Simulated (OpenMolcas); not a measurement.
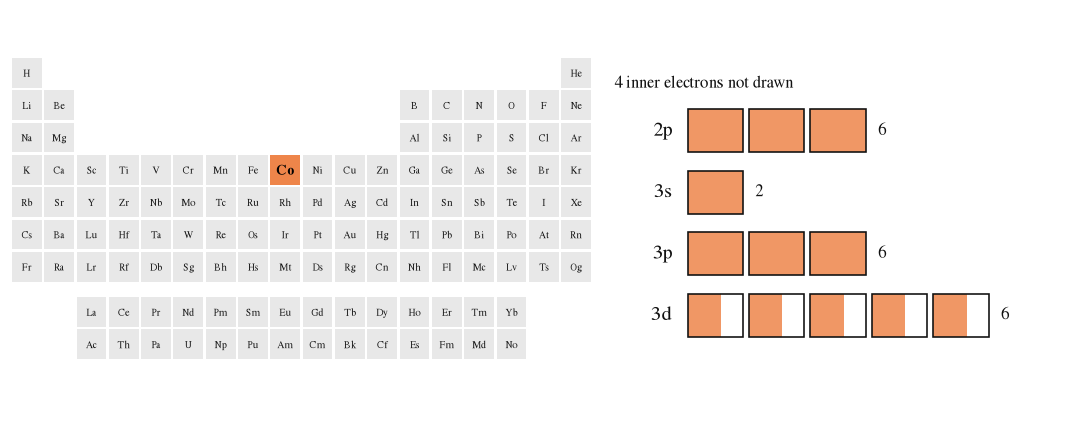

Left, the place of cobalt in the periodic table; right, the outer shells of the leading configuration of the lowest level: a box for each of the 2l + 1 orbitals, shaded by the share of the shell that is filled, with the electron count at the right.

Multiconfigurational calculation: Co³⁺ complex (part 1 of 2)

Co³⁺ with 6 ligands (Cl and F; tetragonal octahedron, 2.37 Å), neutralised by 6 outer point charges of +0.5 e, whose field is part of the energies. Computed at this level: state-averaged CASSCF, active space 6 electrons in the shell 3d, basis ANO-RCC-VTZP on the metal and ANO-RCC-VDZP on the ligands, DKH2 scalar Hamiltonian, spin-orbit coupling by RASSI with atomic mean-field integrals (OpenMolcas).

## The input
```
&GATEWAY
Coord
7

Co 0.0 0.0 0.0
Cl 2.370000 0.000000 0.000000
Cl 0.000000 2.370000 0.000000
Cl -2.370000 0.000000 0.000000
Cl 0.000000 -2.370000 0.000000
F 0.000000 0.000000 1.919700
F 0.000000 0.000000 -1.919700
Basis=Co.ANO-RCC-VTZP,Cl.ANO-RCC-VDZP,F.ANO-RCC-VDZP
Group=XYZ
NoMove
AngMom=0.0 0.0 0.0
AMFI
RICD
XField
3 Angstrom 0
4.970000 0.000000 0.000000 0.500000
0.000000 4.970000 0.000000 0.500000
0.000000 0.000000 4.519700 0.500000
&SEWARD
&RASSCF
FileOrb=start.orb
Symmetry=1
Spin=5
nActEl=6 0 0
Inactive=26 29
Ras2=5 0
CIRoot=5 5 1
SDav=5
CIMx=300
Iter=150 100
PrWF=0.3
OrbListing=Nothing
MaxOrb=0
LevShft=1.0
>>> COPY $Project.JobIph JOB001
&RASSCF
FileOrb=start.orb
Symmetry=1
Spin=3
nActEl=6 0 0
Inactive=26 29
Ras2=5 0
CIRoot=45 45 1
SDav=45
CIMx=300
Iter=150 100
PrWF=0.3
OrbListing=Nothing
MaxOrb=0
LevShft=1.0
>>> COPY $Project.JobIph JOB002
&RASSCF
FileOrb=start.orb
Symmetry=1
Spin=1
nActEl=6 0 0
Inactive=26 29
Ras2=5 0
CIRoot=50 50 1
SDav=50
CIMx=300
Iter=150 100
PrWF=0.3
OrbListing=Nothing
MaxOrb=0
LevShft=1.0
>>> COPY $Project.JobIph JOB003
&RASSI
NrOfJobIphs=3 5 45 50
1 2 3 4 5
1 2 3 4 5 6 7 8 9 10 11 12 13 14 15 16 17 18 19 20 21 22 23 24 25 26 27
28 29 30 31 32 33 34 35 36 37 38 39 40 41 42 43 44 45
1 2 3 4 5 6 7 8 9 10 11 12 13 14 15 16 17 18 19 20 21 22 23 24 25 26 27
28 29 30 31 32 33 34 35 36 37 38 39 40 41 42 43 44 45 46 47 48 49 50
IphNames
JOB001
JOB002
JOB003
EJob
SpinOrbit
DIPRint=1.0
SOCoupling=1000.0
Subsets=2
Property=9
'ANGMOM' 1 'ANGMOM' 2 'ANGMOM' 3 'MLTPL  1' 1 'MLTPL  1' 2 'MLTPL  1' 3
'AMFI' 1 'AMFI' 2 'AMFI' 3
SOProperty=3
'ANGMOM' 1 'ANGMOM' 2 'ANGMOM' 3
```

The file start.orb holds starting orbitals from an earlier step. A driver script formed the levels outside the program, from RASSI's spin-orbit matrix and the active-space energies, averaged over the components of each term or state.

Command:
```bash
OMP_NUM_THREADS=1 MOLCAS_MEM=2457 MOLCAS_PROJECT=a pymolcas a.inp > a.log  # once for each step of the input, in one work folder
```

## Log (extracts)
```
--- SEWARD ---
Basis set label: CO.ANO-RCC...6S5P3D2F1G.

      Electronic valence basis set:
      ------------------
      Associated Effective Charge  27.000000 au
      Associated Actual Charge     27.000000 au
      Nuclear Model: Point charge

      Shell  nPrim  nBasis  Cartesian Spherical Contaminant
         s      21       6        X
         p      15       5        X
         d      10       3                 X
         f       6       2                 X
         g       4       1                 X
                  Relativistic Douglas-Kroll-Hess integrals:
                    - DKH order of Hamiltonian: 2
                    - DKH order of Properties : 0
                  Atomic mean-field integrals
--- RASSCF ---
Wave function specifications:
      -----------------------------

      Number of closed shell electrons         110
      Number of electrons in active shells       6
      Max number of holes in RAS1 space          0
      Max nr of electrons in RAS3 space          0
      Number of inactive orbitals               55
      Number of active orbitals                  5
      Number of secondary orbitals              99
      Spin quantum number                      2.0
      State symmetry                             1
Orbital specifications:
      -----------------------

      Symmetry species                           1   2
                                                ag  au
      Frozen orbitals                            0   0
      Inactive orbitals                         26  29
      Active orbitals                            5   0
      RAS1 orbitals                              0   0
      RAS2 orbitals                              5   0
      RAS3 orbitals                              0   0
      Secondary orbitals                        49  50
      Deleted orbitals                           0   0
      Number of basis functions                 80  79
      Number of CSFs                             5
      Number of root(s) required                 5
      Iter CI   SX   CI       RASSCF       Energy    max ROT     max BLB   max BLB  Level Ln srch  Step   QN
          iter iter root      energy       change     param      element    value   shift minimum  type update
 Nr of preliminary CI iterations:   1
      Total energies have been shifted. Add                -3000.00 au
        1   1   12    0  -434.84324870    0.00E+00  -8.73E-02   29  35 1  4.62E-01*  1.66   0.00    SX    NO
        2   1   13    0  -435.52123848   -6.78E-01* -6.34E-02   29  32 2  1.31E-01*  1.28   0.00    SX    NO
        3   1   13    0  -435.65938630   -1.38E-01* -3.75E-02   11  30 2  6.51E-02*  1.17   0.00    SX    NO
        4   1   13    0  -435.69261638   -3.32E-02*  2.24E-02   11  30 2  3.03E-02*  1.11   0.00    SX    NO
        5   1   12    0  -435.70224040   -9.62E-03*  2.40E-02   22  51 2 -1.66E-02*  1.08   2.22    LS   YES
        6   1   12    0  -435.70639315   -4.15E-03*  7.78E-03   31  37 1 -8.58E-03*  1.06   1.14    QN   YES
        7   1   11    0  -435.70736759   -9.74E-04*  6.48E-03    6  42 2 -5.96E-03*  1.06   1.86    LS   YES
        8   1   11    0  -435.70763185   -2.64E-04*  1.39E-03    6  42 2 -4.75E-03*  1.06   1.03    QN   YES
        9   1   11    0  -435.70778024   -1.48E-04*  1.53E-03    4  50 2 -1.97E-03*  1.06   1.48    QN   YES
       10   1   10    0  -435.70782909   -4.88E-05*  1.07E-03    8  38 1 -9.80E-04*  1.06   1.25    QN   YES
       11   1    9    0  -435.70783848   -9.39E-06*  4.05E-04    6  42 2  5.30E-04*  1.06   1.39    QN   YES
       12   1    8    0  -435.70784085   -2.37E-06*  1.44E-04    8  38 1 -2.05E-04*  1.06   1.28    QN   YES
       13   1    8    0  -435.70784132   -4.71E-07*  8.56E-05   26  38 1  1.28E-04*  1.06   1.46    QN   YES
       14   1    7    0  -435.70784147   -1.46E-07* -4.53E-05   26  38 1  6.35E-05   1.06   1.35    QN   YES
       15   1    6    0  -435.70784150   -3.64E-08*  2.81E-05   26  38 1  3.01E-05   1.06   1.45    QN   YES
       16   1    6    0  -435.70784151   -1.22E-08* -1.34E-05    6  42 2  1.44E-05   1.06   1.38    QN   YES
       17   1    6    0  -435.70784152   -3.04E-09   7.02E-06    4  30 2 -8.79E-06   1.06   1.36    QN   YES
      Convergence after 17 iterations
       18   1    6    0  -435.70784152   -6.50E-10   7.02E-06   15  63 1  3.37E-06   1.06   1.36    QN   YES
      Natural orbitals and occupation numbers for root  1
      sym 1:   2.000000   1.000000   1.000000   1.000000   1.000000
      Natural orbitals and occupation numbers for root  2
      sym 1:   2.000000   1.000000   1.000000   1.000000   1.000000
      Natural orbitals and occupation numbers for root  3
      sym 1:   1.000000   1.000000   1.000000   2.000000   1.000000
::    RASSCF root number  1 Total energy:  -3435.72923291
::    RASSCF root number  2 Total energy:  -3435.71894078
::    RASSCF root number  3 Total energy:  -3435.71894078
::    RASSCF root number  4 Total energy:  -3435.69831218
::    RASSCF root number  5 Total energy:  -3435.67378094
--- RASSCF ---
Wave function specifications:
      -----------------------------

      Number of closed shell electrons         110
      Number of electrons in active shells       6
      Max number of holes in RAS1 space          0
      Max nr of electrons in RAS3 space          0
      Number of inactive orbitals               55
      Number of active orbitals                  5
      Number of secondary orbitals              99
      Spin quantum number                      1.0
      State symmetry                             1
Orbital specifications:
      -----------------------

      Symmetry species                           1   2
                                                ag  au
      Frozen orbitals                            0   0
      Inactive orbitals                         26  29
      Active orbitals                            5   0
      RAS1 orbitals                              0   0
      RAS2 orbitals                              5   0
      RAS3 orbitals                              0   0
      Secondary orbitals                        49  50
      Deleted orbitals                           0   0
      Number of basis functions                 80  79
      Number of CSFs                            45
      Number of root(s) required                45
      Iter CI   SX   CI       RASSCF       Energy    max ROT     max BLB   max BLB  Level Ln srch  Step   QN
          iter iter root      energy       change     param      element    value   shift minimum  type update
 Nr of preliminary CI iterations:   1
      Total energies have been shifted. Add                -3000.00 au
        1   1   10    0  -435.54449367    0.00E+00  -1.54E-02   30  36 1 -2.12E-02*  1.08   0.00    SX    NO
        2   1   11    0  -435.54651820   -2.02E-03*  1.33E-02   22  31 1 -1.20E-02*  1.09   0.00    SX    NO
        3   1   11    0  -435.54736469   -8.46E-04* -8.88E-03   22  31 1 -8.02E-03*  1.08   0.00    SX    NO
        4   1   10    0  -435.54776667   -4.02E-04* -6.82E-03   22  31 1 -6.17E-03*  1.08   0.00    SX    NO
        5   1   10    0  -435.54796710   -2.00E-04* -9.92E-03   22  31 1 -4.47E-03*  1.07   2.50    LS   YES
        6   1   10    0  -435.54813734   -1.70E-04* -6.62E-03   22  31 1 -1.97E-03*  1.07   1.68    LS   YES
        7   1   10    0  -435.54817082   -3.35E-05* -1.02E-03   16  41 2  2.94E-03*  1.07   1.02    QN   YES
        8   1    9    0  -435.54818105   -1.02E-05*  1.05E-03   30  36 1  7.96E-04*  1.07   1.07    QN   YES
        9   1    9    0  -435.54818517   -4.12E-06*  9.66E-04   17  42 2 -4.76E-04*  1.07   1.92    LS   YES
       10   1    9    0  -435.54818644   -1.26E-06*  1.75E-04   17  42 2 -3.65E-04*  1.07   1.02    QN   YES
       11   1    8    0  -435.54818678   -3.49E-07*  1.76E-04   22  31 1 -1.05E-04*  1.07   2.01    LS   YES
       12   1    8    0  -435.54818689   -1.07E-07* -1.77E-04   17  42 2  1.90E-04*  1.07   0.94    QN   YES
       13   1    7    0  -435.54818696   -7.27E-08* -1.16E-04   17  42 2  6.28E-05   1.07   1.65    LS   YES
       14   1    7    0  -435.54818698   -1.34E-08*  3.99E-05   29  35 1  4.47E-05   1.07   0.97    QN   YES
       15   1    6    0  -435.54818699   -9.34E-09   4.03E-05   18  32 1  2.29E-05   1.07   1.91    QN   YES
      Convergence after 15 iterations
       16   1    6    0  -435.54818699   -3.83E-09   4.03E-05   21  38 1 -8.29E-06   1.07   1.91    QN   YES
      Natural orbitals and occupation numbers for root  1
      sym 1:   1.070449   1.906862   0.054644   1.906862   1.061184
      Natural orbitals and occupation numbers for root  2
      sym 1:   1.897696   1.077918   0.094084   1.893505   1.036797
      Natural orbitals and occupation numbers for root  3
      sym 1:   1.897696   1.893505   1.036797   1.077918   0.094084
::    RASSCF root number  1 Total energy:  -3435.65317807
::    RASSCF root number  2 Total energy:  -3435.64915551
::    RASSCF root number  3 Total energy:  -3435.64915550
::    RASSCF root number  4 Total energy:  -3435.63169868
::    RASSCF root number  5 Total energy:  -3435.63169868
::    RASSCF root number  6 Total energy:  -3435.62653062
::    RASSCF root number  7 Total energy:  -3435.62312945
::    RASSCF root number  8 Total energy:  -3435.62312945
::    RASSCF root number  9 Total energy:  -3435.61255783
::    RASSCF root number 10 Total energy:  -3435.60691473
::    RASSCF root number 11 Total energy:  -3435.60306088
::    RASSCF root number 12 Total energy:  -3435.60306088
::    RASSCF root number 13 Total energy:  -3435.59978482
::    RASSCF root number 14 Total energy:  -3435.59516232
::    RASSCF root number 15 Total energy:  -3435.59516232
::    RASSCF root number 16 Total energy:  -3435.59368796
::    RASSCF root number 17 Total energy:  -3435.59206870
::    RASSCF root number 18 Total energy:  -3435.57775706
::    RASSCF root number 19 Total energy:  -3435.57732403
::    RASSCF root number 20 Total energy:  -3435.57652203
::    RASSCF root number 21 Total energy:  -3435.57415434
::    RASSCF root number 22 Total energy:  -3435.57415434
::    RASSCF root number 23 Total energy:  -3435.57059590
::    RASSCF root number 24 Total energy:  -3435.56460428
::    RASSCF root number 25 Total energy:  -3435.56299423
::    RASSCF root number 26 Total energy:  -3435.56299423
::    RASSCF root number 27 Total energy:  -3435.55048690
::    RASSCF root number 28 Total energy:  -3435.54773689
::    RASSCF root number 29 Total energy:  -3435.54773689
::    RASSCF root number 30 Total energy:  -3435.53724353
--- RASSCF ---
Wave function specifications:
      -----------------------------

      Number of closed shell electrons         110
      Number of electrons in active shells       6
      Max number of holes in RAS1 space          0
      Max nr of electrons in RAS3 space          0
      Number of inactive orbitals               55
      Number of active orbitals                  5
      Number of secondary orbitals              99
      Spin quantum number                      0.0
      State symmetry                             1
Orbital specifications:
      -----------------------

      Symmetry species                           1   2
                                                ag  au
      Frozen orbitals                            0   0
      Inactive orbitals                         26  29
      Active orbitals                            5   0
      RAS1 orbitals                              0   0
      RAS2 orbitals                              5   0
      RAS3 orbitals                              0   0
      Secondary orbitals                        49  50
      Deleted orbitals                           0   0
      Number of basis functions                 80  79
      Number of CSFs                            50
      Number of root(s) required                50
      Iter CI   SX   CI       RASSCF       Energy    max ROT     max BLB   max BLB  Level Ln srch  Step   QN
          iter iter root      energy       change     param      element    value   shift minimum  type update
 Nr of preliminary CI iterations:   1
      Total energies have been shifted. Add                -3000.00 au
        1   1    9    0  -435.47036692    0.00E+00  -5.96E-03   28  34 1 -1.14E-02*  1.06   0.00    SX    NO
        2   1   10    0  -435.47095150   -5.85E-04*  5.03E-03   22  31 1 -4.56E-03*  1.06   0.00    SX    NO
        3   1   10    0  -435.47121534   -2.64E-04* -3.37E-03   27  33 1 -3.63E-03*  1.06   0.00    SX    NO
        4   1   10    0  -435.47134648   -1.31E-04* -2.60E-03   22  31 1 -2.36E-03*  1.06   0.00    SX    NO
        5   1   10    0  -435.47141426   -6.78E-05* -3.84E-03   22  31 1 -1.70E-03*  1.06   2.50    LS   YES
        6   1   10    0  -435.47147420   -5.99E-05* -2.86E-03   15  41 2  1.00E-03*  1.05   1.76    LS   YES
        7   1    9    0  -435.47148785   -1.37E-05* -2.47E-04   15  41 2  1.57E-03*  1.05   1.01    QN   YES
        8   1    9    0  -435.47149103   -3.18E-06*  2.89E-04   28  34 1  5.20E-04*  1.05   1.07    QN   YES
        9   1    8    0  -435.47149243   -1.40E-06*  2.53E-04   17  42 2 -2.84E-04*  1.05   1.88    LS   YES
       10   1    8    0  -435.47149284   -4.12E-07*  8.25E-05   17  42 2 -2.02E-04*  1.05   1.04    QN   YES
       11   1    7    0  -435.47149296   -1.17E-07*  8.74E-05   23  31 2 -5.13E-05   1.05   2.06    LS   YES
       12   1    7    0  -435.47149300   -4.12E-08* -5.42E-05   17  42 2  1.17E-04*  1.05   0.97    QN   YES
       13   1    6    0  -435.47149302   -2.53E-08* -4.48E-05   17  42 2  3.95E-05   1.05   1.72    QN   YES
       14   1    6    0  -435.47149303   -8.20E-09   1.40E-05   18  32 1  1.51E-05   1.05   1.18    QN   YES
      Convergence after 14 iterations
       15   1    6    0  -435.47149303   -1.25E-09   1.40E-05   18  32 1  8.73E-06   1.05   1.18    QN   YES
      Natural orbitals and occupation numbers for root  1
      sym 1:   1.948407   1.955303   0.086555   1.948407   0.061328
      Natural orbitals and occupation numbers for root  2
      sym 1:   1.006289   1.970423   0.049671   1.970423   1.003193
      Natural orbitals and occupation numbers for root  3
      sym 1:   1.959991   1.019007   0.072506   1.944347   1.004148
::    RASSCF root number  1 Total energy:  -3435.62567069
::    RASSCF root number  2 Total energy:  -3435.60499422
::    RASSCF root number  3 Total energy:  -3435.59951264
::    RASSCF root number  4 Total energy:  -3435.59951264
::    RASSCF root number  5 Total energy:  -3435.57494327
::    RASSCF root number  6 Total energy:  -3435.57304165
::    RASSCF root number  7 Total energy:  -3435.57304165
::    RASSCF root number  8 Total energy:  -3435.57151168
::    RASSCF root number  9 Total energy:  -3435.55889499
::    RASSCF root number 10 Total energy:  -3435.55889498
::    RASSCF root number 11 Total energy:  -3435.55526152
::    RASSCF root number 12 Total energy:  -3435.55449533
::    RASSCF root number 13 Total energy:  -3435.54581802
::    RASSCF root number 14 Total energy:  -3435.54235083
::    RASSCF root number 15 Total energy:  -3435.53847312
::    RASSCF root number 16 Total energy:  -3435.53847311
::    RASSCF root number 17 Total energy:  -3435.53585004
::    RASSCF root number 18 Total energy:  -3435.52429661
::    RASSCF root number 19 Total energy:  -3435.52244628
::    RASSCF root number 20 Total energy:  -3435.52244628
::    RASSCF root number 21 Total energy:  -3435.52025884
::    RASSCF root number 22 Total energy:  -3435.51797171
::    RASSCF root number 23 Total energy:  -3435.51207588
::    RASSCF root number 24 Total energy:  -3435.51207588
::    RASSCF root number 25 Total energy:  -3435.50492381
::    RASSCF root number 26 Total energy:  -3435.49453176
::    RASSCF root number 27 Total energy:  -3435.48593293
::    RASSCF root number 28 Total energy:  -3435.47533027
::    RASSCF root number 29 Total energy:  -3435.47349714
::    RASSCF root number 30 Total energy:  -3435.46835438
```

(Continued in part 2.) Outcome of the run: converged.
